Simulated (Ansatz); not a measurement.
```yaml
atoms:
  - { symbol: Cl, position_ang: [-1.6977, -2.3987, -1.6851] }
  - { symbol: F, position_ang: [1.9093, -2.3232, 0.3124] }
  - { symbol: O, position_ang: [-0.1464, -0.6376, 0.2546] }
  - { symbol: Si, position_ang: [0.7188, -1.6763, 1.2043] }
  - { symbol: Si, position_ang: [-1.0068, -0.5153, -1.1521] }
  - { symbol: H, position_ang: [1.3288, -0.8891, 2.2972] }
  - { symbol: H, position_ang: [-0.1410, -2.7830, 1.6814] }
  - { symbol: H, position_ang: [-2.1722, 0.3663, -0.9167] }
  - { symbol: H, position_ang: [-0.1352, -0.0153, -2.2400] }
```

Geometry: B3LYP-D3(BJ)/def2-SVP.

The calculation used isolated molecule in a Gaussian basis; Kohn-Sham density functional theory, functional PBE0 (Ansatz 0.2.0).

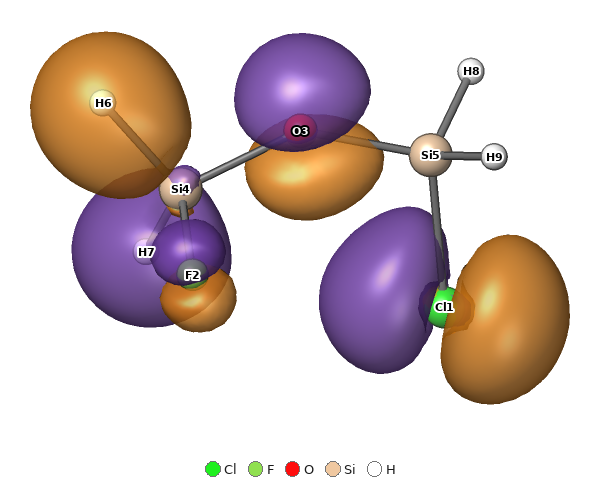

ClFH4OSi2 (SMILES F[SiH2]O[SiH2]Cl). The HOMO−1 at ±0.1 Å⁻³ᐟ² (orange and purple are the two phases), seen at a tilt.

What is the character of this orbital?

Answer. It lies mainly on Cl1 (about 35 %), O3 (about 20 %), Si4 (about 15 %), H7 (about 10 %) and H6 (about 10 %). Its energy is −9.39 eV.
